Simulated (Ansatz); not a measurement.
# GeH3O (SMILES [OH][GeH2]) at UBCCD(T)/STO-3G

Aim: the vertical ionisation energy of GeH3O at UBCCD(T)/STO-3G, from 2 runs. 

The calculation is run with Ansatz 0.2.0.

60 further runs of the same task are left out: 6 that didn't finish, 54 set aside as unsound or not needed.

## 1. Starting point

GeH3O has 5 atoms, charge 0, and is taken as a doublet. As SMILES, `[OH][GeH2]`. The coordinates come from a PBE0-D4/def2-TZVP relaxation. This is one conformer, not always the lowest.

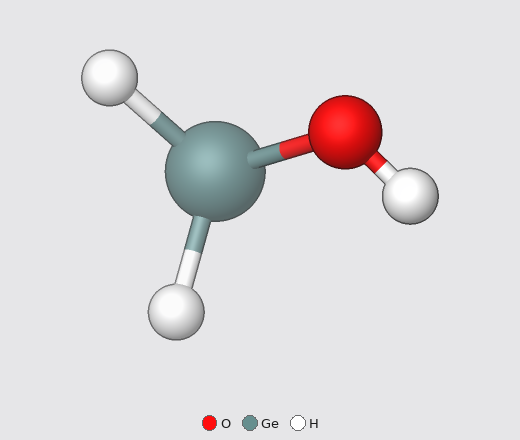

The structure, seen from a chosen angle (oxygen red, germanium teal, hydrogen white).

## 2. A single-point energy at UBCCD(T)/STO-3G

Input file input.yaml:

```yaml
crystal:
  periodic: [false, false, false]
  atoms:
    - symbol: O
      position_ang: [0.355500, -1.075800, 0.460700]
    - symbol: Ge
      position_ang: [-0.520100, 0.416100, 0.017700]
    - symbol: H
      position_ang: [1.097400, -0.907600, 1.046500]
    - symbol: H
      position_ang: [-1.396800, -0.014400, -1.180300]
    - symbol: H
      position_ang: [0.513900, 1.508000, -0.385900]
basis:
  gaussian:
    orbitals: STO-3G
correlation:
  method: bccd_t
  frozen_orbitals: {Ge: 9, H: 0, O: 1}
magnetization:
  spin_polarized: true
  initial_magnetization: 1
scf:
  omitted_lower_state_checks: [cluster_reference, increment]
accuracy: high
```

Started as:

```console
$ ansatz run input.yaml --threads 1 --pin off --max-ram 2610MiB --events-out events.jsonl --progress --plain --runs-dir runs
```

The log of the run (excerpt; [...] marks lines left out):

```text
Warning: RAYON_NUM_THREADS=1 ignored (pool sized by the plan → 1); use --threads N
Functional definition: HF
  name "HF"
[...]
380 factors; integrals over basis functions are off by at most 4.2e-9 eV
[...]
mean field -57886.46766851 eV, -2127.2884499608 hartree, gradient 1.8e-8 eV, S^2 0.753165; 0 other end points of the search recorded, 0 dependent functions left out
10 core orbitals not correlated: weight in the atoms' cores, before any rotation towards them, 1.000 or more for the frozen orbitals, at most 0.000 for the correlated occupied ones
reference -57886.46766851 eV, -2127.2884499608 hartree; 12, 11 occupied and 4, 5 virtual orbitals, 380 factors
second order -1.88068059 eV of doubles, -0.00000000 eV of singles
cycle   1  -2.28662750 eV  change   -4.1e-1 eV  update   7.3e-2
[...]
cycle  24  -2.53791693 eV  change  -8.8e-10 eV  update   2.4e-9
perturbative correction -0.07810803 eV, -0.0028704171 hartree
Total energy: -57889.08369348 eV, -2127.3845871050 hartree
Checks for a lower state left out: cluster_reference, increment
```

It took 0.56 s on 1 thread of Arm Neoverse V1, shared host.

## 3. The singlet cation at the same level

Input file in.yaml:

```yaml
crystal:
  periodic: [false, false, false]
  atoms:
    - {symbol: O, position_ang: [0.355500, -1.075800, 0.460700]}
    - {symbol: Ge, position_ang: [-0.520100, 0.416100, 0.017700]}
    - {symbol: H, position_ang: [1.097400, -0.907600, 1.046500]}
    - {symbol: H, position_ang: [-1.396800, -0.014400, -1.180300]}
    - {symbol: H, position_ang: [0.513900, 1.508000, -0.385900]}
basis:
  gaussian:
    orbitals: STO-3G
total_charge: 1
correlation:
  method: bccd_t
  frozen_orbitals: {Ge: 9, H: 0, O: 1}
accuracy: high
scf:
  omitted_lower_state_checks: [cluster_reference, increment]
```

Started as:

```console
$ ansatz run in.yaml --threads 1 --pin off --max-ram 2610MiB --events-out events.jsonl --progress --plain --runs-dir runs
```

The log of the run (excerpt; [...] marks lines left out):

```text
Warning: RAYON_NUM_THREADS=1 ignored (pool sized by the plan → 1); use --threads N
[... 2 set-up lines as earlier in the session ...]
[...]
380 factors; integrals over basis functions are off by at most 4.2e-9 eV
[...]
mean field -57880.68418912 eV, -2127.0759110134 hartree, gradient 1.6e-8 eV, S^2 0.000000; 0 other end points of the search recorded, 0 dependent functions left out; unrestricted orbitals would lower it
10 core orbitals not correlated: weight in the atoms' cores, before any rotation towards them, 1.000 or more for the frozen orbitals, at most 0.000 for the correlated occupied ones
reference -57880.68418912 eV, -2127.0759110134 hartree; 11, 11 occupied and 5, 5 virtual orbitals, 380 factors
second order -2.75789150 eV of doubles, -0.00000000 eV of singles
cycle   1  -2.95416012 eV  change   -2.0e-1 eV  update   1.5e-1
[...]
cycle  26  -3.51310529 eV  change   1.8e-10 eV  update   2.0e-9
perturbative correction -0.26776534 eV, -0.0098401948 hartree
Total energy: -57884.46505975 eV, -2127.2148554462 hartree
Checks for a lower state left out: cluster_reference, increment
```

It took 0.34 s on 1 thread of Arm Neoverse V1, shared host.

## 4. What came out

At UBCCD(T)/STO-3G, 10 core orbitals frozen:

```
                                                    quantity           value
                                 doublet GeH3O: total energy  -2127.38459 Eh
 doublet GeH3O: correlation energy (10 core orbitals frozen)       -96.1 mEh
                               doublet GeH3O: (T) correction       -2.87 mEh
            doublet GeH3O: ⟨S²⟩ of the reference determinant           0.753
                                singlet cation: total energy  -2127.21486 Eh
singlet cation: correlation energy (10 core orbitals frozen)      -138.9 mEh
                              singlet cation: (T) correction       -9.84 mEh
          vertical ionisation energy (to the singlet cation)        4.619 eV
```

In words: Removing an electron at fixed nuclei costs 4.62 eV (107 kcal/mol). Only the singlet of the ionised species was computed; a triplet could lie lower. In a minimal basis such a difference can be off by several eV, whatever the method. The triples (doublet GeH3O) make up 3.0 % of the correlation energy. The restricted solution (singlet cation) is unstable to spin breaking: an unrestricted one lies lower. The triples (singlet cation) make up 7.1 % of the correlation energy.
